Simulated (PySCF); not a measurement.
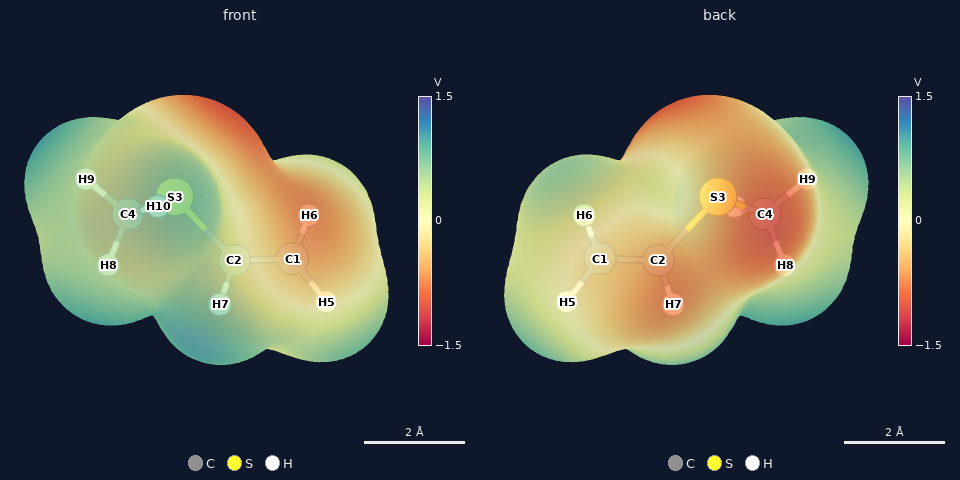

Figure 1: C3H6S (SMILES C=CSC). The molecular electrostatic potential painted on the density surface at 0.002 e/bohr³, seen from the front and from behind; the colour scale runs from red (negative) to blue (positive).

Geometry: PBE0-D3(BJ)/def2-SVP.

Computed with PBE0/pcSseg-1, SCF density, gas phase, non-relativistic (PySCF 2.14.0).

Input

```
{"job": {"xc": "PBE0", "basis": "pcSseg-1", "kind": "nmr", "pop": true}, "charge": 0, "multiplicity": 1}
C      1.968819     0.911649     0.008288
C      0.786575     0.313959     0.184466
S     -0.591040     0.525808    -0.877255
C     -1.934354     0.028926     0.221818
H      2.809265     0.675405     0.665475
H      2.138276     1.635162    -0.793857
H      0.639628    -0.402510     1.001934
H     -1.780386    -0.992626     0.600502
H     -2.854308     0.043688    -0.379413
H     -2.048812     0.728134     1.063038
```

Run with:

```sh
OMP_NUM_THREADS=1 python ens_run.py task.json out
```

Q: Where is the surface potential most negative and most positive?

A: The most negative region (about −1.0 V) lies over S3, the most positive (about +1.0 V) over H7 and H9.
